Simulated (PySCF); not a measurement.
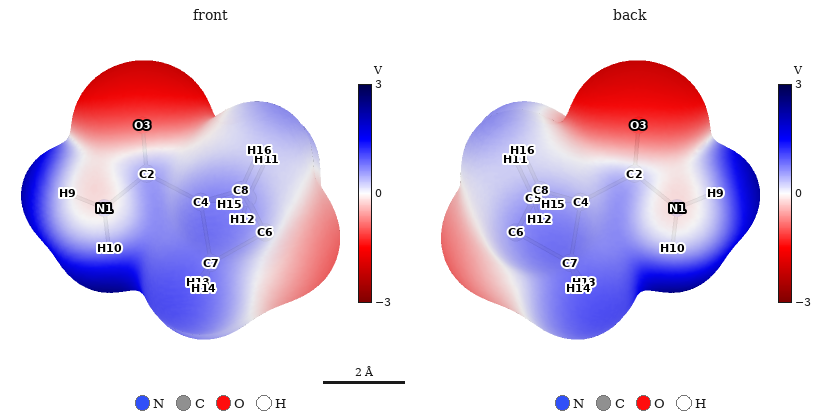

Figure. C$_{6}$H$_{8}$NO (SMILES NC(=O)C12C[C](C1)C2) (doublet). The molecular electrostatic potential painted on the density surface at 0.002 e/bohr³, seen from the front and from behind; red is negative and blue positive.

Geometry: GFN2-xTB.

Theory: PySCF, UKS B3LYP, pcH-1 on C H N O, non-relativistic, mean-field spin-orbit, GIAO.

```yaml
atoms:
  - { symbol: N, position_ang: [2.0913, 0.3196, 0.8161] }
  - { symbol: C, position_ang: [1.1049, -0.6022, 0.8039] }
  - { symbol: O, position_ang: [1.1795, -1.6727, 1.3560] }
  - { symbol: C, position_ang: [-0.1171, -0.1654, 0.0253] }
  - { symbol: C, position_ang: [-0.6973, -0.9312, -1.1792] }
  - { symbol: C, position_ang: [-1.5802, 0.2869, -0.8724] }
  - { symbol: C, position_ang: [-0.3244, 1.1624, -0.7164] }
  - { symbol: C, position_ang: [-1.5326, -0.0541, 0.6240] }
  - { symbol: H, position_ang: [2.9444, 0.1151, 1.3104] }
  - { symbol: H, position_ang: [1.9989, 1.2021, 0.3457] }
  - { symbol: H, position_ang: [-1.1090, -1.9143, -0.9814] }
  - { symbol: H, position_ang: [-0.1127, -0.9072, -2.0938] }
  - { symbol: H, position_ang: [-0.4243, 2.0598, -0.1117] }
  - { symbol: H, position_ang: [0.2701, 1.3305, -1.6105] }
  - { symbol: H, position_ang: [-1.6976, 0.7570, 1.3270] }
  - { symbol: H, position_ang: [-2.0015, -0.9772, 0.9456] }
```

### Which sites attract a positive test charge, and which a negative one?

A positive charge is drawn to the negative regions and a negative charge to the positive ones. The most negative region (about −2.0 V, or −46 kcal/mol for a unit charge) lies over O3, the most positive (about +2.4 V, or +55 kcal/mol for a unit charge) over H10. O3 is the likeliest acceptor of a hydrogen bond.
